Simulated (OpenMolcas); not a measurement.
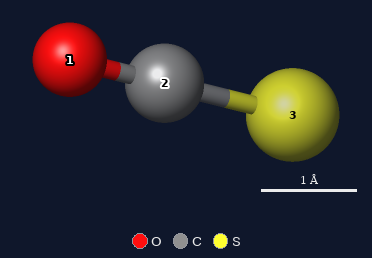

**Figure 1.** The input geometry (ball-and-stick view, seen at a tilt; atoms are numbered from 1 in the order of the input).

**Single-point calculation, with input and output: COS (part 1 of 3)**

COS, multiplicity 3, computed with M06-2X/def2-TZVP, UKS (OpenMolcas 26.06).

The geometry is that of the parent species in another charge or spin state. The geometry comes from this level: PBE0-D4/def2-TZVP.

**Log**
```
--- Start Module: gateway ---

                                              &GATEWAY

                       available to each process: 1.9 GB of memory, 1 thread

 Basis Set     1 Label: O.DEF2-TZVP
 Basis set is read from library:.
 basistype.tbl is not found

 Basis Set     2 Label: C.DEF2-TZVP
 Basis set is read from library:.
 basistype.tbl is not found

 Basis Set     3 Label: S.DEF2-TZVP
 Basis set is read from library:.
 basistype.tbl is not found

++    Symmetry information:
      ---------------------

                    Character Table for C1

                             E
                    a        1  x, y, xy, Rz, z, xz, Ry, yz, Rx, I
--

++    Basis set information:
      ----------------------

      Basis set label: O.DEF2-TZVP.........

      Electronic valence basis set:
      ------------------
      Associated Effective Charge   8.000000 au
      Associated Actual Charge      8.000000 au
      Nuclear Model: Point charge

      Shell  nPrim  nBasis  Cartesian Spherical Contaminant
         s      11       5        X
         p       6       3        X
         d       2       2                 X
         f       1       1                 X

      Basis set label: C.DEF2-TZVP.........

      Electronic valence basis set:
      ------------------
      Associated Effective Charge   6.000000 au
      Associated Actual Charge      6.000000 au
      Nuclear Model: Point charge

      Shell  nPrim  nBasis  Cartesian Spherical Contaminant
         s      11       5        X
         p       6       3        X
         d       2       2                 X
         f       1       1                 X

      Basis set label: S.DEF2-TZVP.........

      Electronic valence basis set:
      ------------------
      Associated Effective Charge  16.000000 au
      Associated Actual Charge     16.000000 au
      Nuclear Model: Point charge

      Shell  nPrim  nBasis  Cartesian Spherical Contaminant
         s      14       5        X
         p       9       5        X
         d       3       2                 X
         f       1       1                 X
--

++    Molecular structure info:
      -------------------------

                    ************************************************
                    **** Cartesian Coordinates / bohr, angstrom ****
                    ************************************************

     Center  Label                x              y              z                     x              y              z
        1      O1               1.742309       1.293347       1.100104              0.921990       0.684410       0.582150
        2      C2               0.182812       0.135682       0.115424              0.096740       0.071800       0.061080
        3      S3              -1.925102      -1.429030      -1.215529             -1.018720      -0.756210      -0.643230

                    ***************************************
                    *    InterNuclear Distances / bohr    *
                    ***************************************

               1 O1            2 C2            3 S3
    1 O1       0.000000
    2 C2       2.177570        0.000000
    3 S3       5.120878        2.943308        0.000000

                    *******************************************
                    *    InterNuclear Distances / angstrom    *
                    *******************************************

               1 O1            2 C2            3 S3
    1 O1       0.000000
    2 C2       1.152320        0.000000
    3 S3       2.709852        1.557531        0.000000

                    **************************************
                    *    Valence Bond Angles / degree    *
                    **************************************
                          Atom centers                 Phi
                      1 O1       2 C2       3 S3       180.00
--

            Nuclear Potential Energy             79.65499588 au

--- Stop Module: gateway /rc=_RC_ALL_IS_WELL_ ---

--- Start Module: seward ---

                                              &SEWARD

                       available to each process: 1.9 GB of memory, 1 thread

               SEWARD will generate:
                  Multipole Moment integrals up to order  2
                  Kinetic Energy integrals
                  Nuclear Attraction integrals (point charge)
                  One-Electron Hamiltonian integrals
                  Velocity integrals
                  Orbital angular momentum around ( -0.5251  -0.3898  -0.3315 )
                  Velocity quadrupole around ( -0.5251  -0.3898  -0.3315 )
                  Two-Electron Repulsion integrals

                   Integrals are discarded if absolute value <: 1.00E-14
                   Integral cutoff threshold is set to       <: 1.00E-16

            Nuclear Potential Energy             79.65499588 au

      Basis set specifications :
      Symmetry species         a
      Basis functions           99

--- Stop Module: seward /rc=_RC_ALL_IS_WELL_ ---
--- Module seward spent 3 seconds ---

--- Start Module: scf ---

                                                &SCF

                       available to each process: 1.9 GB of memory, 1 thread

++    Input section:
      --------------

      Header of the integral files:

      Cartesian coordinates in angstrom:
      -----------------------------------------------------
      No.  Label        X            Y            Z
      -----------------------------------------------------
       1   O1         0.92199000   0.68441000   0.58215000
       2   C2         0.09674000   0.07180000   0.06108000
       3   S3        -1.01872000  -0.75621000  -0.64323000
      -----------------------------------------------------
      Nuclear repulsion energy =   79.65499588
--

++    Orbital specifications:
      -----------------------

      Symmetry species               1
                                     a
      Frozen orbitals                0
      Start temperature = 0.500
      End temperature   = 0.010
      Temperature Factor= 0.460
      Deleted orbitals               0
      Total number of orbitals      99
      Number of basis functions     99
--

      Molecular charge                           0.000

      Numerical integration parameters
      --------------------------------
      Radial quadrature type:                         MHL
      Size of radial grid:                            99
      Lebedev angular grid:                           41
      Angular grid pruned with the crowding factor:  1.00E+10
                                 and fading factor:  1.00E+01
      Screening threshold for integral computation:   1.00E-11
      Radial quadrature accuracy:                     1.00E-25
      Maximum batch size:                             128
      AO values are stored on disk
      The same grid will be used for all iterations.

      DFT functional specifications
      -----------------------------
      Using Libxc version: 6.2.2
      Please cite the following reference:
      S. Lehtola, C. Steigemann, M. J.T. Oliveira, and M. A.L. Marques.,  SoftwareX 7, 1–5 (2018) doi:10.1016/j.softx.2017.11.002

      * Minnesota M06-2X hybrid exchange functional
        - Y. Zhao and D. G. Truhlar.,  Theor. Chem. Acc. 120, 215 (2008) doi:10.1007/s00214-007-0310-x
      * Minnesota M06-2X correlation functional
        - Y. Zhao and D. G. Truhlar.,  Theor. Chem. Acc. 120, 215 (2008) doi:10.1007/s00214-007-0310-x

++    Optimization specifications:
      ----------------------------

      SCF Algorithm: Conventional USCF
      D(i)-D(i-1) density differences are used
      Number of density matrices in core                 5
      Maximum number of NDDO SCF iterations            400
      Maximum number of HF SCF iterations              400
      Threshold for SCF energy change             1.00E-10
      Threshold for density matrix                1.00E-07
      Threshold for Fock matrix                   1.00E-07
      Threshold for linear dependence             1.00E-09
      Threshold at which DIIS is turned on        1.50E-01
      Maximum depth in the DIIS procedure                5
      Maximum depth in the BFGS Hessian update          30
      Threshold at which QNR/C2DIIS is turned on  7.50E-02
      Threshold for Norm(delta) (QNR/C2DIIS)      1.00E-05
      All orbitals punched on: UHFORB
--

      Input vectors read from INPORB
      Orbital file label: *Guess orbitals

++ Convergence information
                               UHF M062X      iterations: Energy and convergence statistics

Iter     Tot. M062X      One-elec.       Two-elec.     Energy      Max Dij or  Max Fij      DNorm      TNorm      AccCon     Time
         Energy          Energy          Energy        Change      Delta Norm                                                in Sec.
   1  -508.278609950  -878.488620375   290.555014544   0.00E+00    3.84E-01*   3.96E+00*    7.54E+00   1.78E+02   None         2.
   2  -507.853563224  -868.278317738   280.769758633   4.25E-01*   1.09E-01*   1.58E-01*    3.45E+01   1.73E+02   EDIIS        2.
   3  -510.644640227  -880.312138117   290.012502009  -2.79E+00*   5.84E-01*   2.03E-01*    8.49E+00   1.78E+02   EDIIS        2.
   4  -509.591515684  -879.057558047   289.811046483   1.05E+00*   8.17E-02*   1.58E-01*    4.28E+00   1.77E+02   EDIIS        2.
   5  -511.248392174  -880.233717737   289.330329681  -1.66E+00*   6.02E-02*   4.05E-02*    5.48E+00   1.78E+02   EDIIS        2.
   6  -511.249553187  -880.440915294   289.536366227  -1.16E-03*   3.97E-02*   2.39E-02*    3.60E-01   1.78E+02   EDIIS        2.
   7  -511.255730182  -880.384532866   289.473806804  -6.18E-03*   2.65E-02*   1.46E-02*    1.46E-01   1.78E+02   EDIIS        2.
   8  -511.254904283  -880.362570631   289.452670467   8.26E-04*   7.00E-03*   7.19E-03*    8.92E-02   1.78E+02   EDIIS        2.
   9  -511.256405121  -880.356025301   289.444624299  -1.50E-03*   9.68E-03*   3.35E-03*    2.67E-02   1.78E+02   EDIIS        2.
  10  -511.256390073  -880.379159211   289.467773258   1.50E-05*   2.20E-03*   1.88E-03*    2.43E-02   1.78E+02   EDIIS        2.
  11  -511.257052217  -880.368970445   289.456922348  -6.62E-04*   2.90E-03*   1.29E-03*    1.61E-01   1.78E+02   EDIIS        2.
  12  -511.345166795  -880.377190732   289.377028056  -8.81E-02*   4.17E-02*   2.05E-02*    1.44E+00   1.78E+02   EDIIS        2.
  13  -511.348427449  -880.608769257   289.605345926  -3.26E-03*   1.95E-02*   4.19E-03*    2.17E-01   1.78E+02   EDIIS        2.

       Fermi aufbau procedure completed!
      nOcc(alpha)=   16
      nOcc(beta) =   14

  14  -511.348728906  -880.510240528   289.506515740  -3.01E-04*   2.01E-02*   2.89E-03*    5.55E-02   1.78E+02   c2DIIS       2.
  15  -511.348768820  -880.574347628   289.570582927  -3.99E-05*   3.26E-02*   3.28E-03*    3.49E-02   1.78E+02   QNRc2DIIS    2.
  16  -511.348685204  -880.532430430   289.528749345   8.36E-05*   1.99E-02*   4.56E-03*    3.13E-02   1.78E+02   QNRc2DIIS    2.
  17  -511.348850696  -880.553167072   289.549320495  -1.65E-04*   7.98E-03*   6.94E-04*    1.75E-02   1.78E+02   QNRc2DIIS    2.
  18  -511.348852894  -880.561552158   289.557703383  -2.20E-06*   3.88E-03*   5.08E-04*    8.59E-03   1.78E+02   QNRc2DIIS    2.
  19  -511.348856297  -880.557891820   289.554039643  -3.40E-06*   1.27E-03*   1.05E-04*    3.75E-03   1.78E+02   QNRc2DIIS    2.
  20  -511.348856416  -880.555240404   289.551388106  -1.20E-07*   3.43E-04*   2.59E-05*    1.51E-03   1.78E+02   QNRc2DIIS    2.
  21  -511.348856428  -880.557129479   289.553277170  -1.16E-08*   1.91E-04*   1.12E-05*    4.98E-04   1.78E+02   QNRc2DIIS    2.
  22  -511.348856432  -880.556856129   289.553003816  -4.36E-09*   7.48E-04*   9.69E-06*    2.14E-04   1.78E+02   QNRc2DIIS    2.
  23  -511.348856440  -880.556545376   289.552693056  -7.17E-09*   2.53E-04*   5.85E-06*    8.23E-04   1.78E+02   QNRc2DIIS    2.
  24  -511.348856441  -880.556550446   289.552698125  -1.09E-09*   1.81E-04*   4.84E-06*    2.78E-04   1.78E+02   QNRc2DIIS    2.
  25  -511.348856441  -880.556658601   289.552806279  -6.60E-10*   4.24E-06    6.81E-07*    1.97E-04   1.78E+02   QNRc2DIIS    2.
  26  -511.348856441  -880.556671154   289.552818831  -5.23E-12    2.64E-06    1.22E-07*    7.19E-06   1.78E+02   QNRc2DIIS    2.
  27  -511.348856441  -880.556669923   289.552817601  -1.71E-12    4.49E-07    6.29E-08     3.48E-06   1.78E+02   QNRc2DIIS    2.

       Convergence after  27 Iterations
--

 *****************************************************************************************************************************
 *                                             SCF/KS-DFT Program, Final results                                             *
 *                                                       Final Results                                                       *
 *****************************************************************************************************************************

::    Total KS-DFT energy                            -511.3488564413
      One-electron energy                            -880.5566699235
      Two-electron energy                             289.5528176013
      Nuclear repulsion energy                         79.6549958809
      Kinetic energy (interpolated)                   510.8619865593
      Virial theorem                                    1.0009530360
      Total spin, S(S+1)                                2.0068845332
      Total spin, S                                     1.0022930916
      Max non-diagonal density matrix element           0.0000001632
      Max non-diagonal Fock matrix element              0.0000000606

      All orbitals with orbital energies smaller than  E(LUMO)+0.5 are printed

++    Molecular orbitals:
      -------------------

      Title: UKS-DFT orbitals (alpha)

      Molecular orbitals for symmetry species 1: a

      Basis set list:
        1 O1     1s                 21 O1     3d1+               41 C2     2py                61 C2     4f2+               81 S3     2pz
        2 O1     1s                 22 O1     3d1+               42 C2     2py                62 C2     4f3+               82 S3     2pz
        3 O1     1s                 23 O1     3d2+               43 C2     2pz                63 S3     1s                 83 S3     3d2-
        4 O1     1s                 24 O1     3d2+               44 C2     2pz                64 S3     1s                 84 S3     3d2-
        5 O1     1s                 25 O1     4f3-               45 C2     2pz                65 S3     1s                 85 S3     3d1-
        6 O1     2px                26 O1     4f2-               46 C2     3d2-               66 S3     1s                 86 S3     3d1-
        7 O1     2px                27 O1     4f1-               47 C2     3d2-               67 S3     1s                 87 S3     3d0
        8 O1     2px                28 O1     4f0                48 C2     3d1-               68 S3     2px                88 S3     3d0
        9 O1     2py                29 O1     4f1+               49 C2     3d1-               69 S3     2px                89 S3     3d1+
       10 O1     2py                30 O1     4f2+               50 C2     3d0                70 S3     2px                90 S3     3d1+
       11 O1     2py                31 O1     4f3+               51 C2     3d0                71 S3     2px                91 S3     3d2+
       12 O1     2pz                32 C2     1s                 52 C2     3d1+               72 S3     2px                92 S3     3d2+
       13 O1     2pz                33 C2     1s                 53 C2     3d1+               73 S3     2py                93 S3     4f3-
       14 O1     2pz                34 C2     1s                 54 C2     3d2+               74 S3     2py                94 S3     4f2-
       15 O1     3d2-               35 C2     1s                 55 C2     3d2+               75 S3     2py                95 S3     4f1-
       16 O1     3d2-               36 C2     1s                 56 C2     4f3-               76 S3     2py                96 S3     4f0
       17 O1     3d1-               37 C2     2px                57 C2     4f2-               77 S3     2py                97 S3     4f1+
       18 O1     3d1-               38 C2     2px                58 C2     4f1-               78 S3     2pz                98 S3     4f2+
       19 O1     3d0                39 C2     2px                59 C2     4f0                79 S3     2pz                99 S3     4f3+
       20 O1     3d0                40 C2     2py                60 C2     4f1+               80 S3     2pz

  Index Energy  Occupation Coefficients ...

    1  -89.9896    1.0000         63 S3     1s     ( 0.999),

    2  -19.6904    1.0000          1 O1     1s     ( 0.436),     2 O1     1s     ( 0.641),
```
